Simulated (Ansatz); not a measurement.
**A computed series for Nb: response to strain**

Consider Nb in the bcc (W type) structure (space group Im-3m, No. 229; a = 3.3027 Å). Axes: x, y, z lie along the cube axes.

Strains are applied to the cell and any free atomic positions relax; under biaxial strain the out-of-plane vector relaxes too.

The values are results of r2SCAN (Ansatz, a quantum-chemistry and plane-wave program; PAW; 500 eV plane waves; no spin-orbit coupling), not measurements.

Notes on the quantities. energy relative to the base: free energy F.

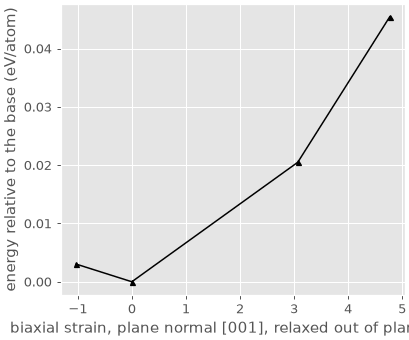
Figure. Energy relative to the base against biaxial strain, plane normal [001], relaxed out of plane

Q: From the plot, what is the energy relative to the base for biaxial strain +4.77 %, plane normal [001], relaxed out of plane?

A: About 0.045 eV/atom.

Q: Is the trend monotonic over the range shown?

A: No, it turns within the range, spanning 0 meV/atom to +45 meV/atom.

Without a gap, meshes like the base's 20×20×20 leave anisotropic stresses uncertain by several tenths of a GPa, and small strain energies with them. No phonon test of stability was made. The final runs are not spin-polarised.
